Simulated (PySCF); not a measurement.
System: TbO (octet).

```xyz
2

Tb    0.0000    0.0000   -0.1632
O     0.0000    0.0000    1.6218
```

Level of theory: PySCF 2.14.0, PBE0/x2c-TZVPall, spin-free X2C-1e, Gaussian nucleus, at a bond length of 1.785 Å.

Q: What can the converged electron density, electron localisation function and spin density tell about the bonding?

A: Tb–O (1.78 Å): ρ at the midpoint is about 1.7 e/Å³; the ELF peaks at about 0.80 in the valence shell of O, 0.5 Å from its nucleus, and drops to about 0.45 between the two atoms.
The unpaired spin (7 electrons) lies mostly on Tb1 (about 7.0), in electrons by Hirshfeld's partition.

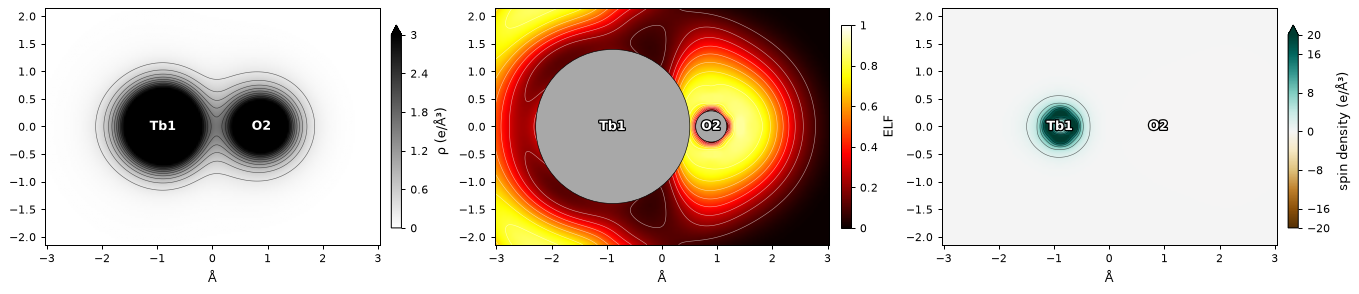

Computed electron density, electron localisation function and spin density on a plane that holds the molecular axis, in this order. Grey discs cover the atomic cores in the ELF map. 
